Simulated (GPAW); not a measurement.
# MoS2 (R3m): refractive index against wavelength

The refractive index of MoS2 (R3m) along x below the direct gap (1.69 eV on the mesh) is read from one computed spectrum, n = √(Re ε). x, y and z are the Cartesian axes of the input cell.

Symmetry: R3m, No. 160, trigonal system. The conventional cell has a = 3.160 Å, b = 3.160 Å, c = 18.450 Å, α = 90.00°, β = 90.00°, γ = 120.00°. Around Mo on site a lie 6 S at 2.39 Å. S on site a has 3 Mo at 2.39 Å as nearest neighbours. S on site a has 3 Mo at 2.39 Å as nearest neighbours.

Method: GPAW 26.7.0, PBE, RPA, k-mesh 12×12×12, local fields up to 60 eV, Lorentzian half width 0.15 eV.

Launch of the response step: `OMP_NUM_THREADS=1 python df.py`. The run took 18.0 min, its band step included, on 1 thread of Arm Neoverse V1, with other jobs on the host.

```tsv
wavelength (nm)	photon energy E (eV)	n
3000	0.413	3.7221
2000	0.620	3.7578
1550	0.800	3.8033
1310	0.946	3.8524
1064	1.165	?
```

In the single-oscillator model n² − 1 = E₀E_d/(E₀² − E²), so 1/(n² − 1) = E₀/E_d − E²/(E₀E_d) is linear in E².

Working, on the rows shown:

| x = E² (eV²) | y = 1/(n² − 1) |
| --- | --- |
| 0.170801 | 0.0777966 |
| 0.384302 | 0.0762133 |
| 0.639837 | 0.0742661 |
| 0.895757 | 0.0722492 |

Means: x̄ = 0.52267, ȳ = 0.075131. Σ(x − x̄)(y − ȳ) = -0.002264, Σ(x − x̄)² = 0.2959. Slope = -0.002264 / 0.2959 = -0.007652; intercept = ȳ − slope · x̄ = 0.079131. Turned back into n, the line misses the rows shown by at most 0.00075.

**Question.** Fill in the last column of the withheld row.

**Answer.** At x = 1.3578 the line gives y = 0.06874, that is 3.9430. The run gave 3.9527, so the extrapolation is off by 0.0097, 4 % of the range in the table.

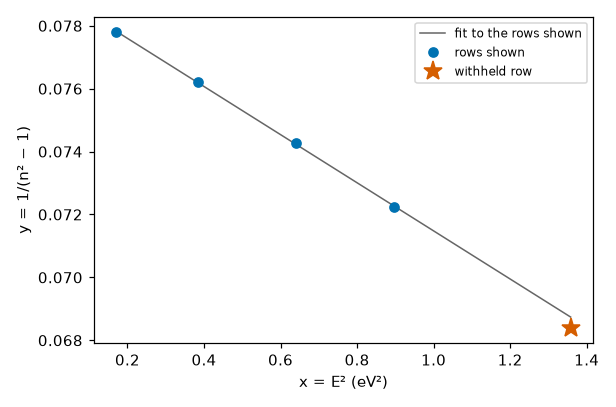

Refitted with all rows, the slope is -0.007933 and the intercept 0.079253. These give E₀ = √(intercept/−slope) = 3.16 eV and E_d = E₀/intercept = 39.9 eV; E₀ is 1.9 times the direct gap. The electronic limit at long wavelengths, without lattice vibrations, is n = √(1 + 1/intercept) = 3.690. Excitons are left out; PBE gaps are as a rule too small. The values come from a sum over the points of one k-mesh and carry its error, which grows as the direct gap shrinks. This version of GPAW has incomplete matrix elements in the optical limit, which can lower ε − 1 by up to a tenth where first-row anions or d states rule. Spin-orbit coupling is left out.

[Logs are printed without paths, hosts, clocks, repeated set-up lines and the standing remarks that a program may print on its own settings, such as how far it seeks lower states.]
